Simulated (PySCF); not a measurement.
```
atom   x (Å)   y (Å)    z (Å)
  Ta  0.0000  0.0000  -0.0096
   H  0.0000  0.0000   1.7204
```

These are results of PySCF 2.14.0, PBE0/x2c-TZVPPall, spin-free X2C-1e, Gaussian nucleus, at a bond length of 1.730 Å, not measurements.

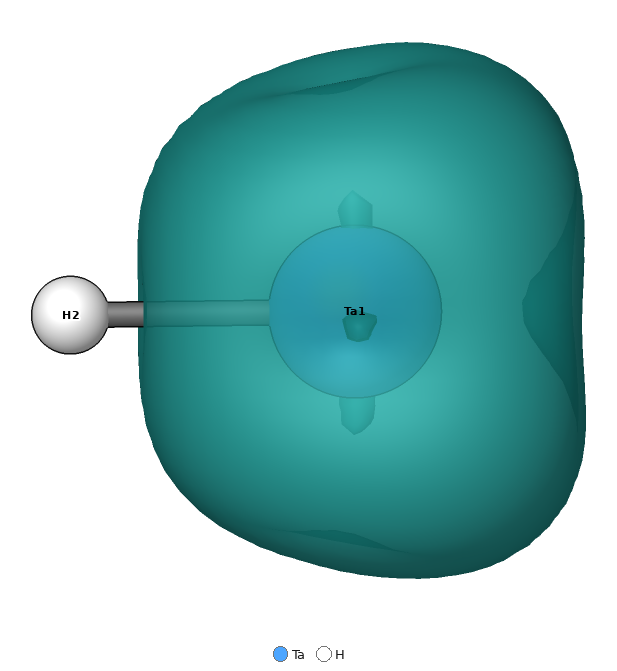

TaH (quintet). Isosurfaces of the spin density at +0.05 (teal) and −0.05 e/Å³ (pink), seen from one side.

Describe the spin distribution.

The unpaired spin (4 electrons) lies mostly on Ta1 (about 3.9) and H2 (about 0.1), in electrons by Hirshfeld's partition.
